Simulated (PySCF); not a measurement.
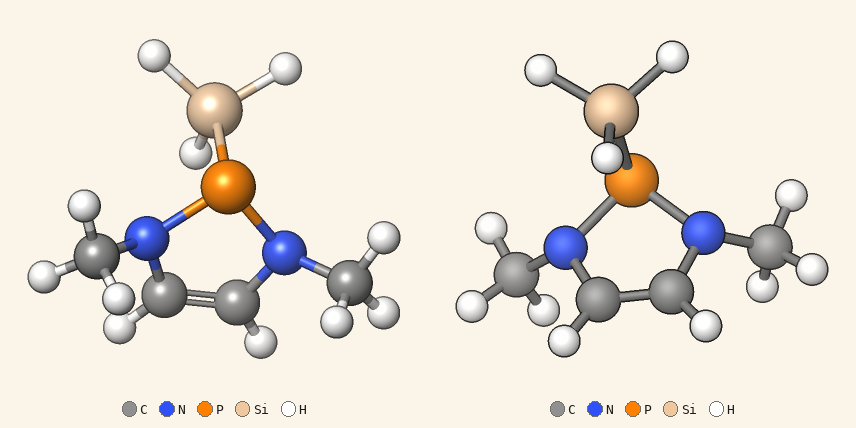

Both panels show the same species.

> Which formula does it have?

C4H11N2PSi, 19 atoms: 4 carbon, 11 hydrogen, 2 nitrogen, 1 phosphorus and 1 silicon.

> Write the SMILES.

CN1C=CN(C)P1[SiH3]

More results for the same structure follow; atom numbers are the same in all pictures, views and colours differ. The geometry was computed by an optimisation with PBE0-D3(BJ)/def2-SVP. No frequency run is at hand to confirm it as a minimum.

Geometry

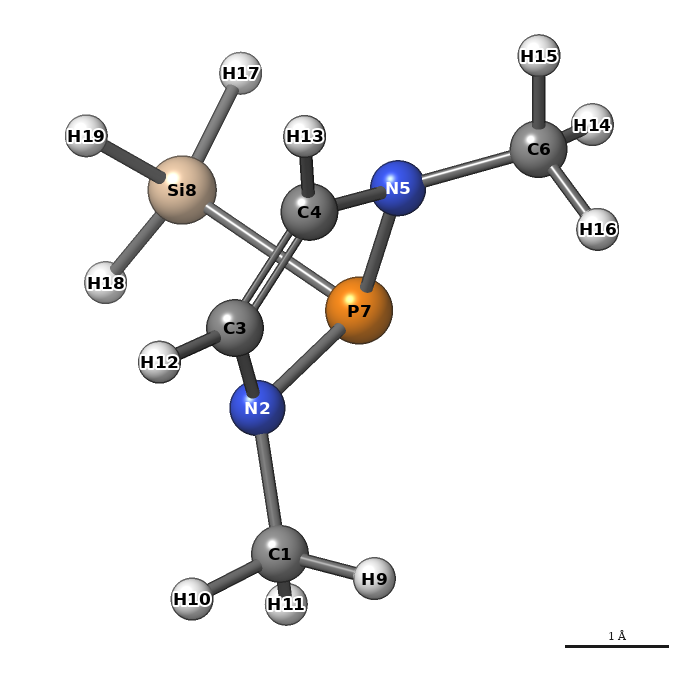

Numbered structure. No frequency run is at hand to confirm it as a minimum.

> How are the neighbours of atom 1 arranged?

C1 has 4 neighbours (N2 at 1.45, H9 at 1.11, H10 at 1.10, H11 at 1.10 Å); the arrangement is tetrahedral.

> How are the neighbours of atom 3 arranged?

C3 has 3 neighbours (N2 at 1.41, C4 at 1.35, H12 at 1.09 Å); the arrangement is trigonal planar.

> What is the geometry at P7?

P7 has 3 neighbours (N2 at 1.76, N5 at 1.76, Si8 at 2.29 Å); the arrangement is trigonal pyramidal.

> What is the geometry at C6?

C6 has 4 neighbours (N5 at 1.45, H14 at 1.10, H15 at 1.10, H16 at 1.11 Å); the arrangement is tetrahedral.

> What is the dihedral angle P7–N2–C3–C4?

9° in size, that is syn (eclipsed).

Levels of theory compared

No frequency run is at hand to confirm it as a minimum. Program: PySCF 2.14.0.

Tabulate dipole (D) at these levels: PBE0/def2-SVPD; PBE0/def2-SVPD in cyclohexane (IEF-PCM); PBE0/pcSseg-1; PBE0/pcSseg-1 in cyclohexane (IEF-PCM); PBE0/pcSseg-1 in dichloromethane (IEF-PCM); WP04/pcSseg-1.

```json
{"level": "PBE0/def2-SVPD", "dipole (D)": "1.61"}
{"level": "PBE0/def2-SVPD in cyclohexane (IEF-PCM)", "dipole (D)": "1.81"}
{"level": "PBE0/pcSseg-1", "dipole (D)": "1.74"}
{"level": "PBE0/pcSseg-1 in cyclohexane (IEF-PCM)", "dipole (D)": "1.92"}
{"level": "PBE0/pcSseg-1 in dichloromethane (IEF-PCM)", "dipole (D)": "2.11"}
{"level": "WP04/pcSseg-1", "dipole (D)": "1.59"}
```

Polarisability

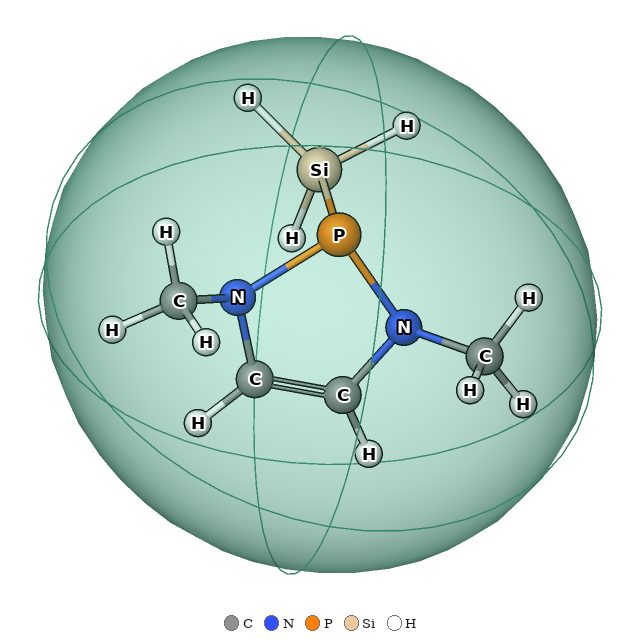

The ellipsoid shows the static dipole polarisability: its half-axes are proportional to the principal values. No frequency run is at hand to confirm it as a minimum. Method: PBE0/def2-SVPD (PySCF 2.14.0).

> Give the principal values, the mean and the anisotropy.

Principal values 105.5, 126.2, 130.9 bohr³; mean 120.9 bohr³ (17.92 Å³); anisotropy 23.4 bohr³, so the longest axis is 1.24 times the shortest.

NMR shielding

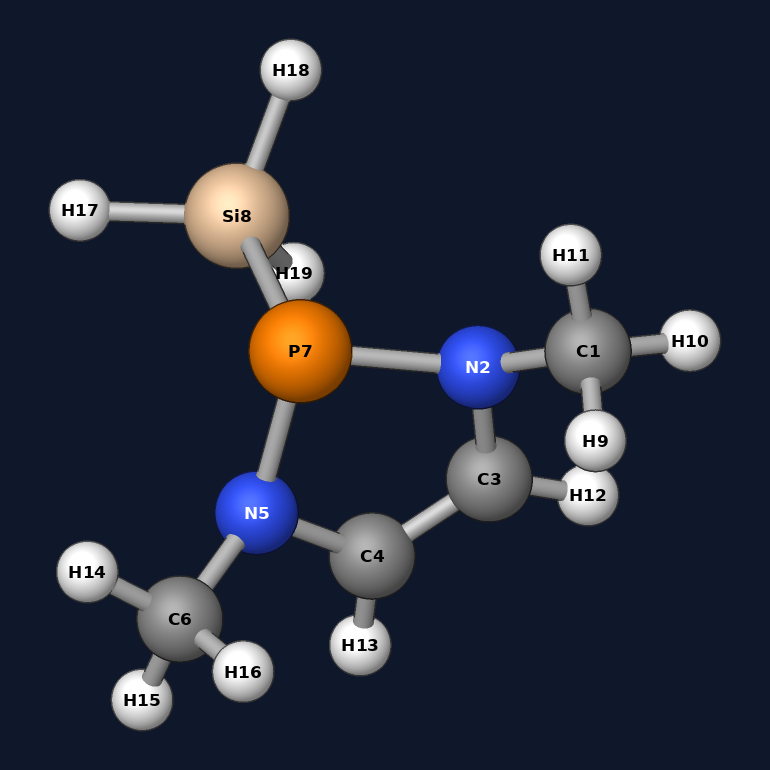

No frequency run is at hand to confirm it as a minimum. Level of theory: GIAO PBE0/pcSseg-1 NMR shielding, non-relativistic, gas phase (PySCF 2.14.0). Principal shieldings σ11 ≤ σ22 ≤ σ33, span Ω = σ33 − σ11, skew κ = 3(σiso − σ22)/Ω.

> Which C atom has the most anisotropic shielding?

C3, C4, with a span of 150 ppm.

Give the shielding tensors of the C atoms.

```json
{"atom": "C1", "σ11": "122.6", "σ22": "124.0", "σ33": "183.9", "σiso": "143.5", "Ω": "61.3", "κ": "0.96"}
{"atom": "C3, C4", "σ11": "−39.8", "σ22": "88.8", "σ33": "110.6", "σiso": "53.2", "Ω": "150.4", "κ": "−0.71"}
{"atom": "C6", "σ11": "122.7", "σ22": "124.2", "σ33": "184.0", "σiso": "143.6", "Ω": "61.3", "κ": "0.95"}
```

Shieldings and span in ppm.

Excitation

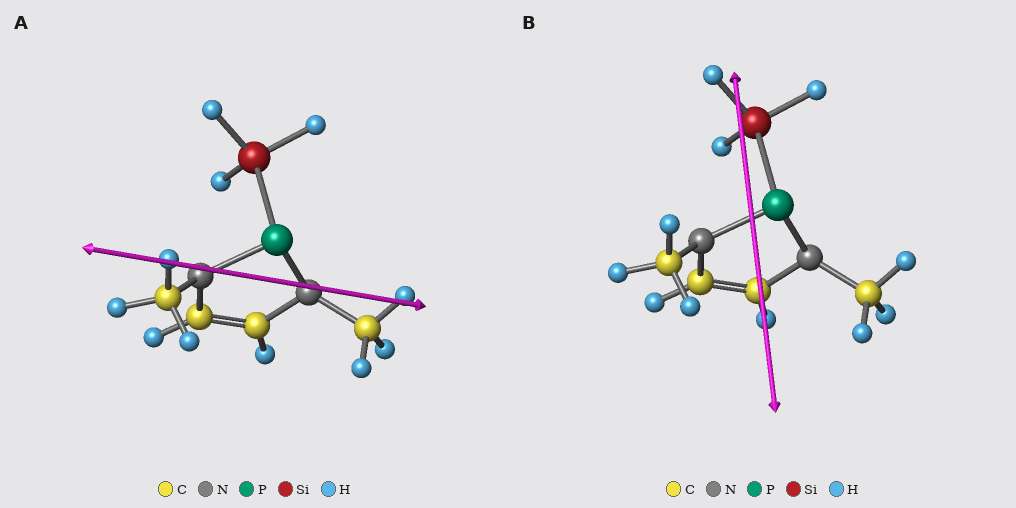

The double arrows show the directions of two transition dipoles from the ground state (lengths mean nothing). No frequency run is at hand to confirm it as a minimum. Method: TDDFT PBE0/def2-SVPD, vertical, gas phase, core orbitals frozen in the response (PySCF 2.14.0).

> One belongs to singlet state 2 and one to singlet state 4. Which is which?

A: state 4, 5.13 eV (242 nm), oscillator strength 0.053, mainly HOMO → LUMO+3 (weight 0.93).
B: state 2, 4.24 eV (293 nm), oscillator strength 0.078, mainly HOMO → LUMO+1 (weight 0.96).
